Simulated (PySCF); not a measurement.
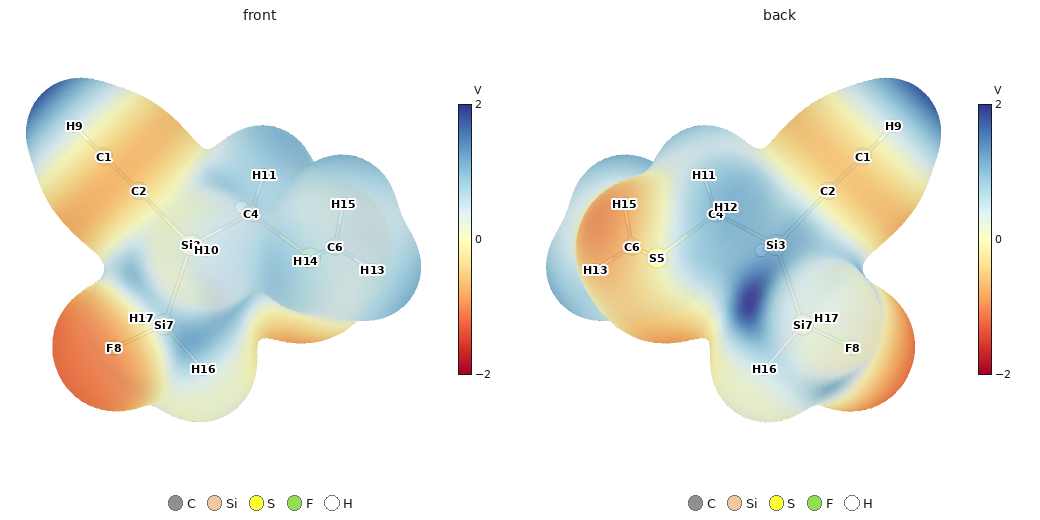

*C4H9FSSi2. The electrostatic potential painted on the density surface at 0.002 e/bohr³, seen from the front and from behind; the colour scale runs from red (negative) to blue (positive).*

Geometry: GFN2-xTB.

The calculation used PBE0/def2-SVPD, SCF density, gas phase in PySCF.

```xyz
17

C    -1.8344    2.5169    1.8373
C    -1.3510    1.5623    1.2872
Si   -0.6572    0.0859    0.4026
C     0.8631    0.7909   -0.5240
S     1.8059   -0.5123   -1.3850
C     2.7023   -1.2332    0.0170
Si   -2.1219   -0.8940   -1.0911
F    -3.3422   -1.4636   -0.1981
H    -2.2476    3.3518    2.3276
H    -0.1636   -0.7939    1.4836
H     1.5562    1.3201    0.1270
H     0.5594    1.4798   -1.3102
H     3.3547   -1.9981   -0.3916
H     2.0052   -1.6756    0.7219
H     3.2944   -0.4606    0.5006
H    -1.6461   -2.0804   -1.7936
H    -2.7843    0.0160   -2.0212
```

Which sites attract a positive test charge, and which a negative one?

Answer. A positive charge is drawn to the negative regions and a negative charge to the positive ones. The most negative region (about −1.2 V) lies over F8, the most positive (about +1.7 V) over Si7 and H9.

How polar is the molecule by this calculation?

Answer. Its dipole moment is 2.16 D.
